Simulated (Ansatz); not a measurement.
**Fields on a plane of Lu (hcp, Mg type)**

```yaml
crystal:
  lattice:
    - [3.50429, 0.00000, 0.00000]
    - [-1.75215, 3.03481, 0.00000]
    - [0.00000, 0.00000, 5.45222]
  atoms:
    - { symbol: Lu, position: [0.33333, 0.66667, 0.75000] }
    - { symbol: Lu, position: [0.66667, 0.33333, 0.25000] }
```

The slice is a (-1 1 0 2) plane (indices of the conventional cell) through the point (0.333, 0.667, 0.750) (fractional), spanned by u = [110] and v = [1 -1 1] in vectors of this cell: u (3.50 Å) and v (8.16 Å, at 90° to u). It covers one period; positions are fractions (u, v).

Atoms on it: Lu at (0.00, 0.00). Other atoms lie within 1 Å of the plane.

Level of theory: r2SCAN (plane waves to 500 eV, PAW, scalar-relativistic; Ansatz, a quantum-chemistry and plane-wave program). k mesh 15×15×9. Inside the PAW spheres the values are not all-electron values, and peaks at nuclei hang on which shells count as valence. Lu is run without spin polarisation. Lu was relaxed with its symmetry unable to fall.

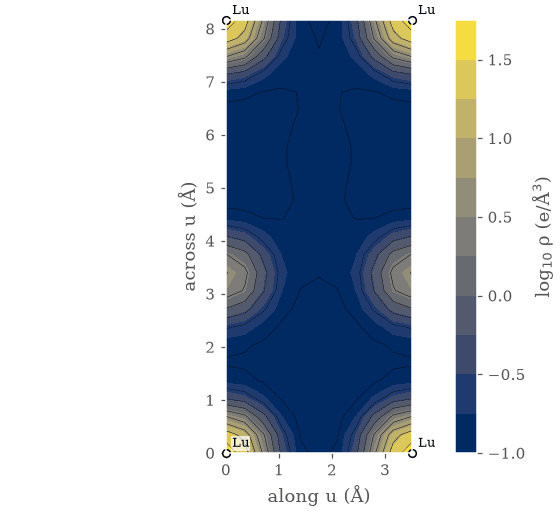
Figure: Log₁₀ of the valence density in e/Å³, one period of the plane, atoms marked. The scale is logarithmic, as a density can span decades between atoms and voids.

```
|xxxxxx0044664400xxxx|
|xxxxxx0055775500xxxx|
|00000044778877440000|
|22335566777777665533|
|77777766666666667777|
|99997766443344667799|
|99997755332233557799|
|99997755332233557799|
|88887766444444667788|
|66666666666666666666|
|00114466777777664411|
|00000044778877440000|
|xxxx00226677662200xx|
|xxxxxx0055775500xxxx|
|xxxx00005577550000xx|
|xxxx00336677663300xx|
|00002255778877552200|
|33446677999999776644|
|55667788999999887766|
|22335577999999775533|
|00000044778877440000|
|xxxxxx0055775500xxxx|
|xxxxxx0033663300xxxx|
|xxxxxx0033553300xxxx|
```
Scale: ten equal steps from 2.00 (start of '0') to 10.89 (end of '9'), in the order '0123456789'. Values: electrostatic potential energy of an electron, from the cell's mean, in eV. The map has 10 points along u (two characters each, u = 0 at the left) and 24 along v (v = 0 in the bottom row). Points within 1 Å of a nucleus are blanked (x), as the pseudised field means little there. Values under 2 eV are set to 2. The zero, the cell's mean, hangs on the PAW cores.
